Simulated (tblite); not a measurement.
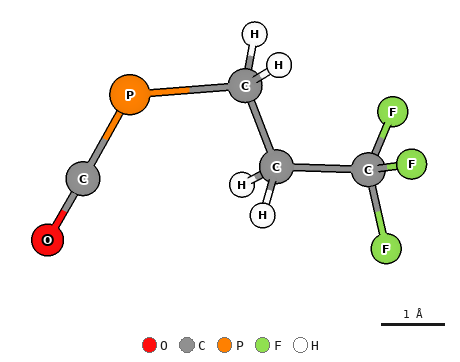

C4H4F3OP, before the relaxation. Style: ball-and-stick. Shown at a tilt.

All numbers below come from GFN2-xTB geometry optimisation, gas phase (tblite 0.8.0).

```xyz
13

O     3.4422    1.3110   -0.3196
C     2.8461    0.2634   -0.2414
P     2.0597   -1.1899   -0.1015
C     0.1926   -1.1504   -0.0501
C    -0.2457    0.2793    0.0696
C    -1.7262    0.4858    0.1211
F    -1.9529    1.8654    0.2130
F    -2.2305   -0.0812    1.2858
F    -2.3510    0.0461   -1.0074
H    -0.2346   -1.8197    0.7395
H    -0.1603   -1.5742   -1.0237
H     0.1734    0.6518    1.0379
H     0.1829    0.9132   -0.7409
```

Predict the outcome.

Answer. O1 moves most after the best rigid fit: 1.23 Å. Largest moves by element: O 1.23 Å, P 0.71 Å, F 0.68 Å, H 0.65 Å, C 0.47 Å. Some distances before and after: C6–F7 1.401 → 1.341 Å, C6–F8 1.390 → 1.341 Å, O1–C2 1.208 → 1.160 Å, C4–H10 1.120 → 1.093 Å. Among the angles between lasting bonds that change: C2–P3–C4 117.2° → 96.1°, P3–C4–H10 112.8° → 105.6°, F8–C6–F9 113.3° → 106.5°. Groups turn about P3–C4 by about 60°. Over 105 geometry steps the energy falls by 76.2 kJ/mol.

History of the run:

| step | E − E(0), kJ/mol |
| --- | --- |
| 0 | 0.00 |
| 1 | -19.55 |
| 2 | -44.15 |
| 3 | -51.95 |
| 4 | -58.80 |
| 5 | -61.15 |
| 6 | -63.36 |
| 7 | -64.33 |
| 8 | -65.65 |
| 9 | -66.55 |
| 10 | -67.28 |
| 15 | -70.58 |
| 20 | -71.61 |
| 25 | -72.15 |
| 30 | -72.22 |
| 35 | -72.30 |
| 40 | -72.54 |
| 45 | -72.73 |
| 50 | -72.85 |
| 55 | -73.12 |
| 60 | -73.45 |
| 65 | -74.99 |
| 70 | -75.29 |
| 75 | -75.49 |
| 80 | -75.64 |
| 85 | -75.69 |
| 90 | -75.77 |
| 95 | -75.97 |
| 100 | -76.21 |
| 105 | -76.22 |

Final geometry:

```xyz
13

O     3.2834    0.6424   -1.3381
C     2.7503   -0.0510   -0.5756
P     2.1596   -1.0548    0.5858
C     0.3455   -0.9207    0.0623
C    -0.2546    0.4414    0.3974
C    -1.7370    0.4632    0.0708
F    -2.2959    1.6486    0.3533
F    -2.4256   -0.4596    0.7580
F    -1.9751    0.2272   -1.2279
H    -0.1786   -1.7028    0.6172
H     0.2517   -1.1366   -1.0029
H    -0.1481    0.6653    1.4609
H     0.2201    1.2380   -0.1790
```

After the run, drawn alike:

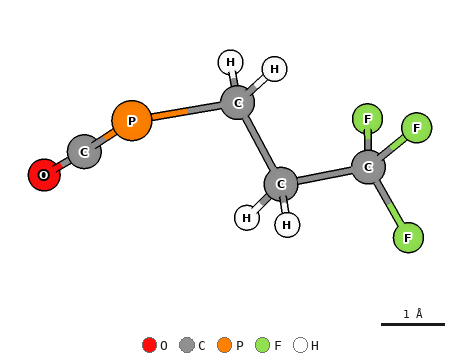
